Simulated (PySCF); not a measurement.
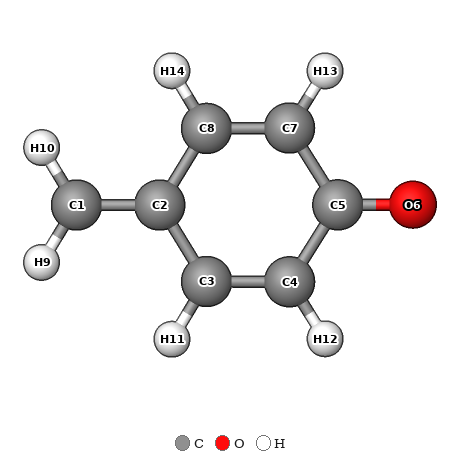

C₇H₆O, SMILES C=C1C=CC(=O)C=C1. Simulated ¹H spectrum at 500 MHz, line width 1.0 Hz, from GIAO shifts (mPW1PW91/pcSseg-1, against TMS) and couplings (B3LYP/pcJ-1), PySCF, at a PBE0-D3(BJ)/def2-SVP geometry (no frequency check). Gas phase, values of one conformer, averaged over methyl-type rotors and exact or near symmetry; couplings among ¹H are treated exactly, other nuclei are left out. The spin-dipole term of J is left out for all pairs. The upper panels enlarge each group of lines, each scaled alone.

Q: Give the shifts and couplings that make up the spectrum.

A:
```tsv
δ (ppm)	nuclei	atoms
7.10	2	H11, H14
6.35	2	H12, H13
5.98	2	H9, H10
```


```csv
pair,J (Hz)
"H11–H12, H14–H13",11.3
H11–H14,2.4
"H12–H10, H13–H9",1.8
H12–H13,1.5
"H12–H9, H13–H10",1.2
"H11–H9, H14–H10",−1.0
"H11–H10, H14–H9",−1.0
H9–H10,0.8
```

Not listed: couplings under 0.5 Hz, those between magnetically equivalent nuclei.

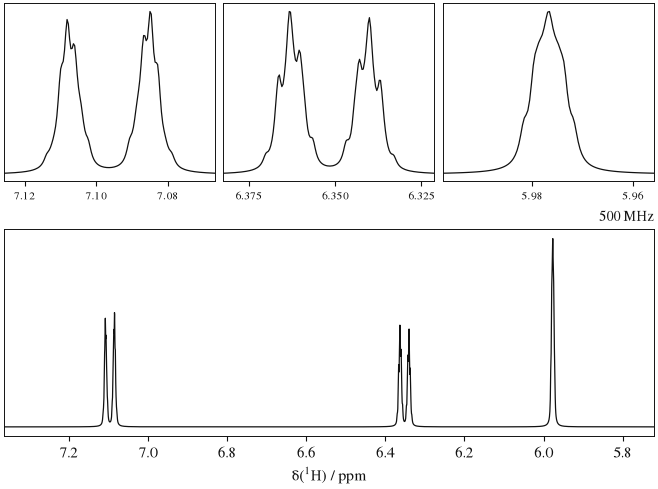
